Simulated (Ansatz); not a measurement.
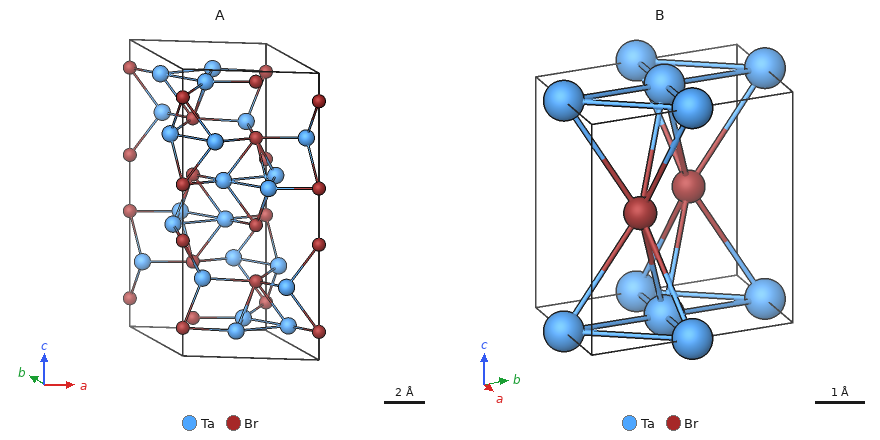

Two structures of Ta₃Br₂, each relaxed to rest (conventional cells in solid outline, small ones repeated, not to one scale). Method: DFT PBE, scalar-relativistic, plane waves, PAW (Ansatz), without spin polarisation.

Characterise the two forms.

A: 30 atoms a cell on a rhombohedral (trigonal R) lattice, R-3c. B: 5 atoms a cell on a primitive hexagonal lattice, P6/mmm.

Which has the lower energy, and by how much?

A is lower, by 230 meV/atom at this level of theory (energies at zero smearing). Volumes: A 20.1, B 25.6 Å³/atom.

One or both may be structure types tried for this composition rather than known phases.
